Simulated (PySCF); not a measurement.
Input file:

```
{"job": {"kind": "nmr", "xc": "PBE0", "basis": "pcSseg-1"}, "charge": 0, "multiplicity": 1}
F     -2.293774    -2.324429    -0.592993
C     -2.759830    -1.067790    -0.918658
C     -1.911897    -0.006189    -0.279958
Si    -0.072914    -0.094887    -0.687698
C      0.852705     1.459770    -0.149946
C      2.367477     1.212812    -0.156682
C      2.809180     0.017402     0.688944
C      2.311710    -1.337439     0.183941
C      0.788571    -1.493493     0.230867
C     -2.300198     0.434251     1.111997
C     -2.575979     1.329846    -0.049839
H     -2.743811    -0.976802    -2.019042
H     -3.809393    -0.992298    -0.578319
H      0.075147    -0.281446    -2.170681
H      0.528765     1.724894     0.873510
H      0.595515     2.320422    -0.789104
H      2.709089     1.054952    -1.196243
H      2.892808     2.117171     0.195099
H      3.910783     0.001257     0.731481
H      2.468110     0.164458     1.730883
H      2.790394    -2.139296     0.771928
H      2.665794    -1.478020    -0.854051
H      0.464379    -2.468734    -0.164364
H      0.437358    -1.458382     1.278584
H     -1.508861     0.716093     1.813523
H     -3.144921    -0.077158     1.584181
H     -1.976953     2.236980    -0.169509
H     -3.615161     1.441749    -0.376190
```

Command:

```sh
OMP_NUM_THREADS=2 python probes_run.py task.json out
```

Geometry: PBE0-D3(BJ)/def2-SVP.

All numbers below come from PBE0/pcSseg-1, SCF density, gas phase, non-relativistic in PySCF.

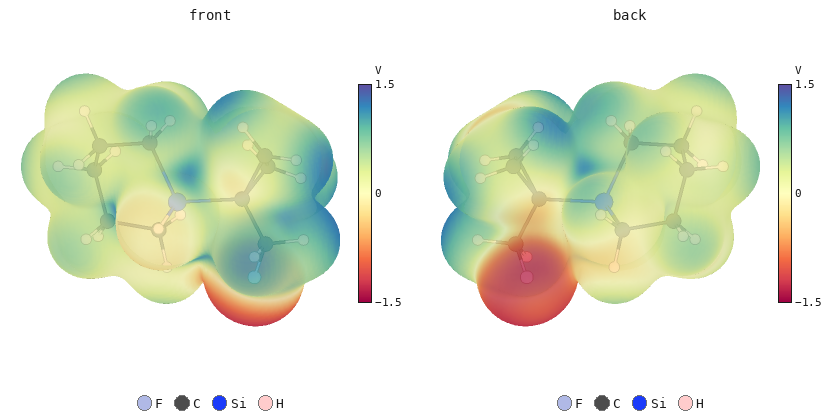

C₉H₁₇FSi (SMILES FCC1([SiH]2CCCCC2)CC1). The molecular electrostatic potential painted on the density surface at 0.004 e/bohr³, seen from the front and from behind; red is negative and blue positive.

Describe the electrostatic potential map.

The most negative region (about −1.2 V) lies over F1, the most positive (about +1.2 V) over H13, H25 and H28.

What dipole moment does the calculation give?

Its dipole moment is 1.76 D.
